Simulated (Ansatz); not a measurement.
# Amorphous Ca18Al24O54

It comes from a melt-quench run on a machine-learned potential (CHGNet), relaxed afterwards by DFT. O atoms were pushed apart under 1.9 Å during the dynamics, to hinder bonds among them. The hot cell started wider than the set density and was brought back towards it in steps. It is the lowest in DFT energy of 2 quenches. It is a model cell: composition and starting density were chosen by hand, and all elements were melted together. No dispersion term was used.

Methods: PBE, scalar-relativistic without spin-orbit coupling (Ansatz, an electronic-structure program); r2SCAN, scalar-relativistic without spin-orbit coupling (Ansatz); HSE06, scalar-relativistic without spin-orbit coupling (Ansatz). Geometry, pressure, stress and energy are those of the PBE run. Its sampling: a 2×2×2 Γ-centred mesh; Fermi-Dirac width 0.02 eV; no spin polarisation. Other functionals are single points at the zone centre (r2SCAN at 500 eV; exact exchange cut at the cell's faces), free to take moments where seeds were set. At PBE the levels at the filled edge of the gap are localised (band-tail or defect states), and the nearest spread-out levels lie 3.8 eV apart at the zone centre.

The number of atoms in the cell comes out as 96 and the density (volume relaxed, without dispersion) comes out as 2.92 g/cm³. The volume per atom comes out as 13.22 Å³. The pressure on a 2×2×2 Γ-centred mesh is 0.3 kbar. The largest force and stress component on that mesh (the relaxation ran on the zone centre alone) is 0.02 eV/Å and 0.1 GPa and the level gap on a 2×2×2 Γ-centred mesh (PBE) is 3.14 eV. The level gap at the zone centre (PBE) is 3.14 eV and the level gap at the zone centre (r2SCAN) is 3.66 eV. The level gap at the zone centre (HSE06) is 4.65 eV.

Bonds are counted up to Ca-Ca 3.87 Å, Ca-Al 3.27 Å, Ca-O 2.92 Å, Al-Al 2.66 Å, Al-O 2.38 Å, O-O 1.58 Å. Two cations that share two anions don't count as bonded, nor two that share one unless they lie closer than Ca-Ca 3.77 Å, Ca-Al 3.18 Å, Al-Al 2.59 Å.

```yaml
Mean coordination of Ca by anions: 5.50 (2 with 4, 8 with 5, 5 with 6, 3 with 7); 17 close contacts or bonds to cations besides
Mean coordination of Al by anions: 4.17 (20 with 4, 4 with 5); 3 close contacts or bonds to cations besides
Mean coordination of O: 3.69 (20 with 3, 31 with 4, 3 with 5)
Mean Al-O bond: 1.811 Å (spread 0.076 Å, 100 counted)
Mean Ca-O bond: 2.432 Å (spread 0.176 Å, 99 counted)
```

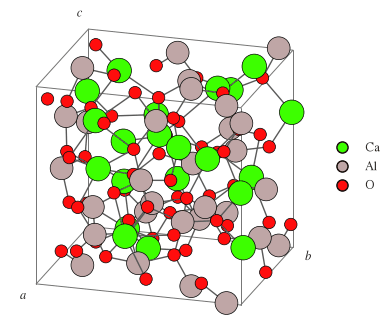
Figure: The relaxed cell

Its density started from a set value of 3.16 g/cm³. Cooling (nominally 360 K/ps over its main leg) ran many orders faster than in experiment, which tends to leave more defects and strain. Values belong to this one cell and scatter from quench to quench. Volume and shape were free in the relaxation.
